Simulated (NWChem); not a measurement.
# One shape, several levels: SiH3F (SMILES F[SiH3])

We compute a comparison of 4 runs (HF/STO-3G, HF/3-21G, B3LYP/6-31G*) of SiH3F. 

Program for the calculation: NWChem 7.3.0.

2 further runs of the same task are left out: 2 set aside as unsound or not needed.

## Step 1: Starting point

The species is SiH3F (5 atoms), meant as a singlet with charge 0. As SMILES, `F[SiH3]`. The shape is that of a PBE0-D4/def2-TZVP optimisation.

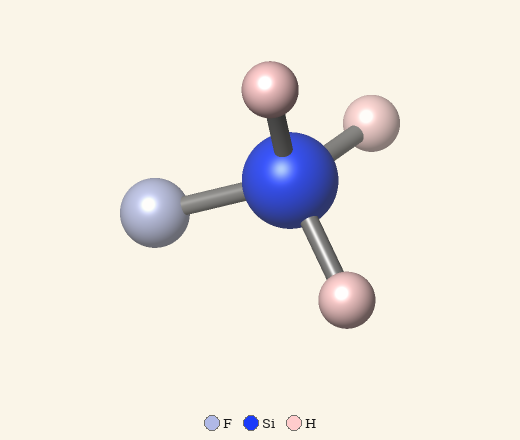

Viewed from a chosen angle; fluorine light blue, silicon blue, hydrogen pink.

## Step 2: Energy and gradient at HF/STO-3G (run 1)

Input file run.py:

```python
from ase import Atoms
from ase.calculators.nwchem import NWChem

system = Atoms('FSiHHH', positions=[
    [-1.274600, 0.162800, 0.858000],
    [0.043300, -0.019300, -0.030700],
    [-0.367800, -0.192600, -1.443700],
    [0.768600, -1.217900, 0.451600],
    [0.880500, 1.193400, 0.123400],
])

calc = NWChem(
    label='work',
    theory='scf',
    memory='2200 mb',
    basis='STO-3G',
    basispar='spherical bse',
    scf={'nopen': '0', 'rhf': None, 'thresh': '1e-08', 'maxiter': '80'},
)
system.calc = calc

forces = system.get_forces()
e = system.get_potential_energy()
print(f"E = {e:.6f} eV")
print("forces (eV/A):")
for s, f in zip(system.symbols, forces):
    print(f"{s:2s} {f[0]:10.5f} {f[1]:10.5f} {f[2]:10.5f}")
print("dipole (e A):", system.get_dipole_moment().round(4))
```

On the command line:

```sh
$ export ASE_NWCHEM_COMMAND="nwchem PREFIX.nwi > PREFIX.nwo"
$ python run.py
```

Output:

```text
E = -10486.872899 eV
forces (eV/A):
F    -0.82913    0.11467    0.55921
Si    1.74269   -0.24179   -1.17818
H     0.55988    0.17324    1.46208
H    -0.67589    1.28730   -0.59989
H    -0.79750   -1.33343   -0.24328
dipole (e A): [ 0.1787 -0.0247 -0.1205]
```

The calculator wrote work.nwi:

```
title "work"

permanent_dir work

scratch_dir work

start work

geometry units angstrom nocenter noautosym noautoz
  F  -1.2746000000000000e+00 1.6280000000000000e-01 8.5799999999999998e-01
  Si 4.3299999999999998e-02 -1.9300000000000001e-02 -3.0700000000000002e-02
  H  -3.6780000000000002e-01 -1.9259999999999999e-01 -1.4437000000000000e+00
  H  7.6859999999999995e-01 -1.2179000000000000e+00 4.5160000000000000e-01
  H  8.8049999999999995e-01 1.1934000000000000e+00 1.2340000000000000e-01
end

memory 2200 mb

basis spherical bse noprint
   * library STO-3G
end

scf
  nopen 0
  rhf
  thresh 1e-08
  maxiter 80
end

task scf gradient
```

work.nwo (excerpt; [...] marks lines left out):

```text
[...]
      One-electron energy =   -664.356656995185
[... 1 line left out ...]
 Nuclear repulsion energy =     63.042811790608
[... 25 lines left out ...]
                       ROHF Final Molecular Orbital Analysis
[... 140 lines left out ...]
     1   1 0 0      0.337655      0.000000    -18.110945
[...]
  wavefunction    =   RHF
                         RHF ENERGY GRADIENTS
    atom               coordinates                        gradient
                 x          y          z           x          y          z
   1 F      -2.408645   0.307647   1.621385    0.016124  -0.002230  -0.010875
   2 Si      0.081825  -0.036472  -0.058015   -0.033890   0.004702   0.022912
   3 H      -0.695041  -0.363961  -2.728197   -0.010888  -0.003369  -0.028433
   4 H       1.452443  -2.301497   0.853400    0.013144  -0.025034   0.011666
   5 H       1.663904   2.255199   0.233192    0.015509   0.025931   0.004731
[...]
```

Run time: 2 s. Hardware: 1 thread of Intel Xeon Platinum 8375C at 2.90GHz (Ice Lake), shared host; peak memory 0.099 GiB.

## Step 3: Energy and forces at HF/3-21G (run 2)

Input file a.xyz:

```xyz
5

F     -1.274600     0.162800     0.858000
Si     0.043300    -0.019300    -0.030700
H     -0.367800    -0.192600    -1.443700
H      0.768600    -1.217900     0.451600
H      0.880500     1.193400     0.123400
```

Input file a.nw:

```
start a
memory stack 880 mb heap 220 mb global 1100 mb
geometry noautosym nocenter noautoz
   load a.xyz
end
basis spherical bse
   * library 3-21G
end
scf
   singlet
   rhf
   thresh 1e-08
   maxiter 80
end
task scf gradient
```

On the command line:

```sh
$ nwchem a.nw > a.out
```

Output:

```text
[...]
  functions       =    28
[...]
  wavefunction    = RHF
[...]
         Total SCF energy =   -388.072906475101
      One-electron energy =   -665.049760998242
      Two-electron energy =    213.934042732533
 Nuclear repulsion energy =     63.042811790608
        Time for solution =      0.5s
[...]
                         RHF ENERGY GRADIENTS
    atom               coordinates                        gradient
                 x          y          z           x          y          z
   1 F      -2.408645   0.307647   1.621385    0.024987  -0.003455  -0.016852
   2 Si      0.081825  -0.036472  -0.058015   -0.020020   0.002780   0.013545
   3 H      -0.695041  -0.363961  -2.728197   -0.002749   0.000057  -0.000497
   4 H       1.452443  -2.301497   0.853400   -0.001186  -0.001338   0.002125
   5 H       1.663904   2.255199   0.233192   -0.001032   0.001956   0.001678
[...]
```

It took 1.4 s on 1 thread of Intel Xeon Platinum 8375C at 2.90GHz (Ice Lake), shared host; peak memory 0.098 GiB.

Run 3 isn't shown in full; the table further down has it.

## Step 4: Energy and gradient at B3LYP/6-31G(d) (spherical functions) (run 4)

Input file run.py:

```python
from ase import Atoms
from ase.calculators.nwchem import NWChem

mol = Atoms('FSiHHH', positions=[
    [-1.274600, 0.162800, 0.858000],
    [0.043300, -0.019300, -0.030700],
    [-0.367800, -0.192600, -1.443700],
    [0.768600, -1.217900, 0.451600],
    [0.880500, 1.193400, 0.123400],
])

calc = NWChem(
    label='fh3si',
    theory='dft',
    memory='2200 mb',
    basis='6-31G*',
    basispar='spherical bse',
    dft={'xc': 'b3lyp', 'mult': '1', 'grid': 'xfine', 'convergence': 'energy 1e-08', 'iterations': '100', 'mulliken': None, 'print': 'low'},
)
mol.calc = calc

forces = mol.get_forces()
print("Total energy (eV):", round(mol.get_potential_energy(), 6))
print("forces (eV/A):")
for s, f in zip(mol.symbols, forces):
    print(f"{s:2s} {f[0]:10.5f} {f[1]:10.5f} {f[2]:10.5f}")
```

On the command line:

```sh
$ export ASE_NWCHEM_COMMAND="nwchem PREFIX.nwi > PREFIX.nwo"
$ python run.py
```

Output:

```text
Total energy (eV): -10644.478561
forces (eV/A):
F    -0.47961    0.06639    0.32355
Si    0.21140   -0.02988   -0.14486
H     0.07127   -0.01481   -0.08531
H     0.09719   -0.03893   -0.04283
H     0.09976    0.01728   -0.05055
```

The calculator wrote fh3si.nwi:

```
title "fh3si"

permanent_dir fh3si

scratch_dir fh3si

start fh3si

geometry units angstrom nocenter noautosym noautoz
  F  -1.2746000000000000e+00 1.6280000000000000e-01 8.5799999999999998e-01
  Si 4.3299999999999998e-02 -1.9300000000000001e-02 -3.0700000000000002e-02
  H  -3.6780000000000002e-01 -1.9259999999999999e-01 -1.4437000000000000e+00
  H  7.6859999999999995e-01 -1.2179000000000000e+00 4.5160000000000000e-01
  H  8.8049999999999995e-01 1.1934000000000000e+00 1.2340000000000000e-01
end

memory 2200 mb

basis spherical bse noprint
   * library 6-31G*
end

dft
  xc b3lyp
  mult 1
  grid xfine
  convergence energy 1e-08
  iterations 100
  mulliken
  print low
end

task dft gradient
```

fh3si.nwo:

```text
Northwest Computational Chemistry Package (NWChem) 7.3.0
             --------------------------------------------------------

           Job information
           ---------------

    nwchem branch   = 7.3.0
    use scalapack   = T
    input           = fh3si.nwi
    prefix          = fh3si.
    data base       = fh3si/fh3si.db
    status          = startup
    nproc           =        1

           Memory information
           ------------------

    heap     =     72089600 doubles =      550.0 Mbytes
    stack    =     72089597 doubles =      550.0 Mbytes
    global   =    144179200 doubles =     1100.0 Mbytes (distinct from heap & stack)
    total    =    288358397 doubles =     2200.0 Mbytes
    verify   = yes
    hardfail = no

           Directory information
           ---------------------

  0 permanent = fh3si
  0 scratch   = fh3si

                                NWChem Input Module
                                -------------------

                                       fh3si
                                       -----

[... 25 lines left out ...]
            Nuclear Dipole moment (a.u.)
[... 68 lines left out ...]
   convergence    iter        energy       DeltaE   RMS-Dens  Diis-err    time
[... 9 lines left out ...]
         Total DFT energy =     -391.177375207359
      One electron energy =     -667.847237333122
           Coulomb energy =      246.215242122942
    Exchange-Corr. energy =      -32.588191787788
 Nuclear repulsion energy =       63.042811790608
[... 17 lines left out ...]
     -------------------------------------------
      Total Density - Lowdin Population Analysis
     -------------------------------------------

    Atom       Charge   Shell Charges
 -----------   ------   -------------------------------------------------------
    1 F    9     9.28   1.99  0.92  3.20  0.86  2.29  0.02
    2 Si  14    13.56   2.00  1.98  5.88  0.68  1.58  0.39  0.71  0.34
    3 H    1     1.05   0.51  0.55
    4 H    1     1.05   0.51  0.55
    5 H    1     1.05   0.51  0.55

                         DFT ENERGY GRADIENTS

    atom               coordinates                        gradient
                 x          y          z           x          y          z
   1 F      -2.408645   0.307647   1.621385    0.009327  -0.001291  -0.006292
   2 Si      0.081825  -0.036472  -0.058015   -0.004111   0.000581   0.002817
   3 H      -0.695041  -0.363961  -2.728197   -0.001386   0.000288   0.001659
   4 H       1.452443  -2.301497   0.853400   -0.001890   0.000757   0.000833
   5 H       1.663904   2.255199   0.233192   -0.001940  -0.000336   0.000983

 Task  times  cpu:        9.0s     wall:        9.0s
 Total times  cpu:        9.0s     wall:        9.0s
```

Run time: 11 s. Hardware: 1 thread of Intel Xeon Platinum 8375C at 2.90GHz (Ice Lake), shared host; peak memory 0.13 GiB.

## Step 5: Overview of the runs

```csv
run,level,Cartesian functions,iteration cap,energy (Eh),largest force (eV/Å),wall time
1,HF/STO-3G,no,80,-385.385474,2.117,2 s
2,HF/3-21G,no,80,-388.072906,1.560,1.4 s
3,B3LYP/6-31G* (Cartesian functions),yes,100,-391.180295,0.524,13 s
4,B3LYP/6-31G* (spherical functions),no,100,-391.177375,0.582,11 s
```

## Step 6: What came out

| quantity | value |
| --- | --- |
| run 4: total energy | -391.17738 Eh |
| run 4: largest force on an atom | 0.582 eV/Å |

In run 1 the basis is minimal, so the values are rough. All runs together took 27 s, the longest 13 s.
